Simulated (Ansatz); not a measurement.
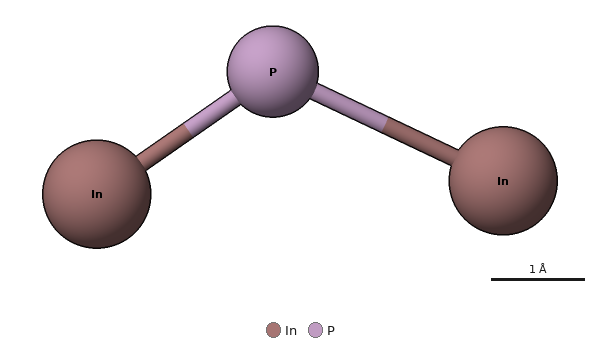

The input geometry (ball-and-stick view, seen on its broad side). Sticks mark near contacts. Bond lengths as drawn: In–P 2.31 to 2.76 Å.

# Single-point calculation of In$_{2}$P (charge +1)

In$_{2}$P, charge +1, multiplicity 7, computed with UKS SPW92/def2-TZVPP (Ansatz 0.2.0).

Some settings of this run were made unusual or wrong on purpose. The geometry comes from this level: r2SCAN-D4/def2-TZVP.

Input
```yaml
crystal:
  periodic: [false, false, false]
  atoms:
    - {symbol: In, position_ang: [-1.796579, 1.158322, -0.459839]}
    - {symbol: In, position_ang: [1.197337, -1.801967, 0.778915]}
    - {symbol: P, position_ang: [0.442224, 0.615653, -0.319713]}
basis:
  gaussian: {orbitals: def2-TZVPP}
total_charge: 1
magnetization: {spin_polarized: true, initial_magnetization: 6}
hamiltonian: {xc: {name: SPW92}}
scf: {omitted_lower_state_checks: [starts]}
```

Run on 4 threads of Arm Neoverse V1, 23 GiB of memory available, shared host.

Launch command:
```bash
ansatz run in.yaml --threads 4 --pin off --events-out ev --progress --plain --max-ram 3916MiB
```

Output
```
Functional definition: SPW92
  name "SPW92"
  cite "Dirac, Proc. Camb. Phil. Soc. 26, 376 (1930) doi:10.1017/S0305004100016108"
  cite "Slater, Phys. Rev. 81, 385 (1951) doi:10.1103/PhysRev.81.385"
  cite "Perdew & Wang, Phys. Rev. B 45, 13244 (1992) doi:10.1103/PhysRevB.45.13244"
  exchange = slater_x
  correlation = pw_c
these checks for a lower state are left out or cut short: starts
1063 factors; their error is unknown
mean field evaluation 1: about -19564.0261 eV, gradient 3.2e1 eV
mean field evaluation 2: about -19529.4765 eV, gradient 7.0e1 eV
mean field evaluation 4: about -19559.9787 eV, gradient 2.7e1 eV
mean field evaluation 8: about -19570.9571 eV, gradient 7.3e-2 eV
mean field -19570.95719004 eV, -719.2194110626 hartree, gradient 1.9e-5 eV, S^2 12.002866; 0 other end points of the search recorded, 0 dependent functions left out
reference -19570.95723633 eV, -719.2194127639 hartree; 31, 25 occupied and 111, 117 virtual orbitals, 1063 factors
Total energy: -19570.95723633 eV, -719.2194127639 hartree
Checks for a lower state left out: starts
```

Outcome

```json
{"quantity": "outcome", "value": "converged"}
{"quantity": "total energy", "value": "−19570.9572 eV"}
{"quantity": "⟨S²⟩", "value": "12.003"}
{"quantity": "SCF solution under orbital rotations", "value": "stable"}
{"quantity": "wall time", "value": "1.1 s (CPU time 3.6 s)"}
{"quantity": "peak memory", "value": "0.33 GiB"}
```

Diagnosis

A setting was made wrong on purpose: spin. The program still converged, but the numbers can't be taken as results for the intended system.
